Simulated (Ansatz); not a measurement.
# H$_{2}$O$_{2}$Si···NH$_{3}$: what the fields show

Input

```
crystal:
  periodic: [false, false, false]
  atoms:
    - {symbol: Si, position_ang: [-1.168759, 0.023879, -0.009666]}
    - {symbol: N, position_ang: [0.641353, -1.061695, -0.112360]}
    - {symbol: H, position_ang: [0.652757, -1.893173, 0.467729]}
    - {symbol: O, position_ang: [-0.430418, 1.029178, 1.153547]}
    - {symbol: O, position_ang: [-0.728270, 0.875142, -1.391699]}
    - {symbol: H, position_ang: [1.367194, -0.426222, 0.208772]}
    - {symbol: H, position_ang: [0.827214, -1.323259, -1.074770]}
    - {symbol: H, position_ang: [-0.928435, 1.096222, 1.969099]}
    - {symbol: H, position_ang: [-0.232636, 1.680028, -1.210552]}
basis:
  gaussian: {orbitals: def2-TZVPP}
hamiltonian: {xc: pbe0, dispersion: d4}
output: {orbitals: {seedname: orbitals}}
```

Launched as:

```sh
ansatz run in.yaml --threads 4 --pin off --events-out ev --progress --plain --max-ram 9574MiB
```

The product side of a reaction path; geometry: PBE0-D4/def2-TZVP.

These are results of RKS PBE0-D4/def2-TZVPP (Ansatz 0.2.0), not measurements.

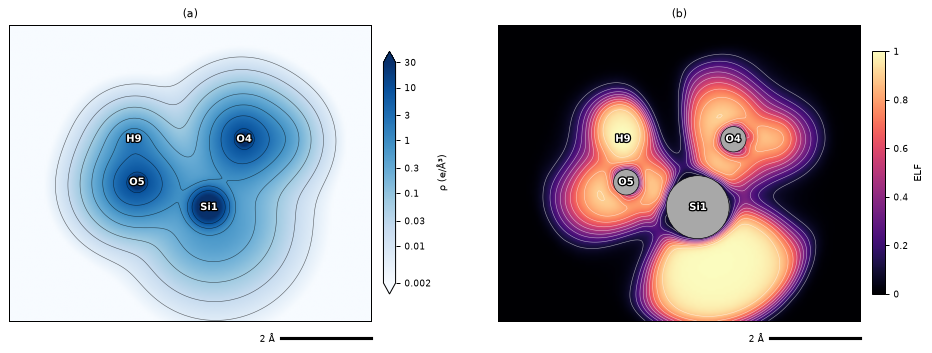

Figure 1. (a) total electron density; (b) electron localisation function on the plane of atoms Si1, O5 and H9. Grey discs cover the atomic cores in the ELF map.

> Interpret the plot.

- The plane passes through Si, O and H nuclei.
- Si–O (1.68 Å): the density is about 1.1 e/Å³ at the midpoint; the ELF peaks at about 0.90 between the atoms: a shared but strongly polarised pair.
- O–H (0.96 Å): ρ at the midpoint is about 3.7 e/Å³; the ELF climbs to about 1 towards the hydrogen, as it does in any bond to H; an ordinary covalent bond to hydrogen.
- The ELF also peaks beside Si1, O5 and O4, away from the bonds: lone-pair regions.

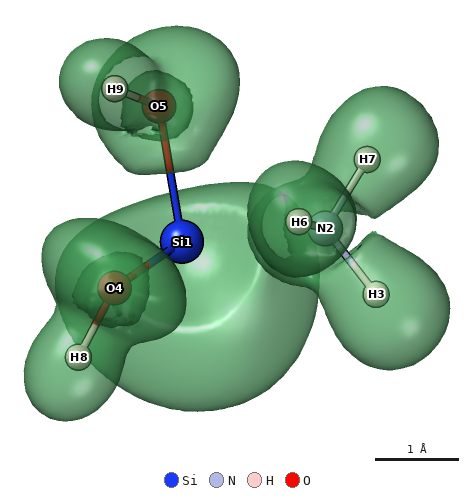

Figure 2. Isosurface of the ELF at 0.75 (green), seen at a tilt. Core shells and regions of very low density are left out.

> Identify the bonds, lone pairs and shells in this picture.

The surface consists of one lobe on Si, pointing away from the bonds (lone pairs), one joined region spread over several atoms (H, N), in which their bonds and any lone pairs are merged and two joined regions spread over several atoms (H, O), in which their bonds and any lone pairs are merged.


Si1···N2 (2.11 Å): the ELF peaks at about 0.95 in the valence shell of N, 0.7 Å from its nucleus, and is about 0.75 at the midpoint.

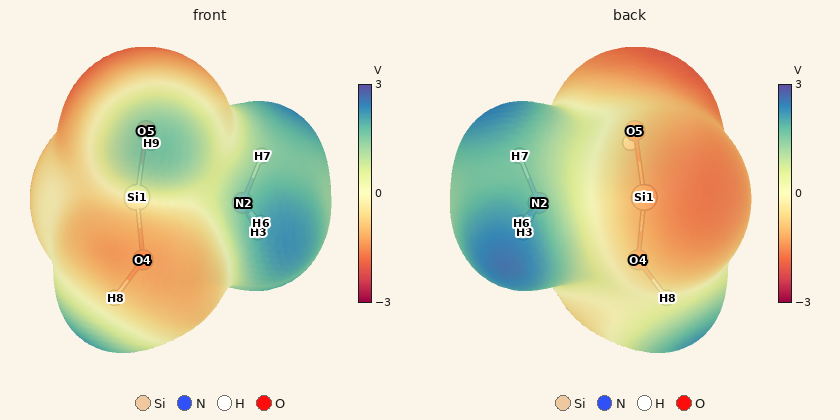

Figure 3. The electrostatic potential painted on the density surface at 0.002 e/bohr³, seen from the front and from behind; red is negative and blue positive.

> Describe the electrostatic potential map.

The most negative region (about −1.9 V) lies over O5, the most positive (about +2.5 V) over H3. O5 is the likeliest acceptor of a hydrogen bond.

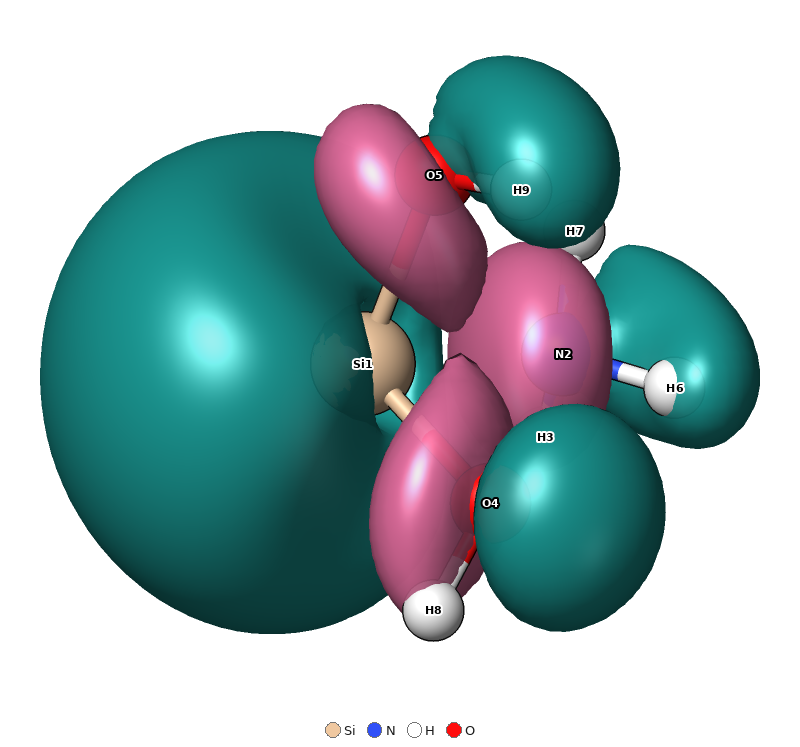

Figure 4. The HOMO at ±0.06 Å⁻³ᐟ² (teal and pink are the two phases), seen at an oblique angle.

> Where does this orbital lie, and at what energy?

Its weight (Hirshfeld) is mainly on Si1 (about 70 %), O4 (about 10 %), N2 (about 5 %) and O5 (about 5 %). Its energy is −5.44 eV.
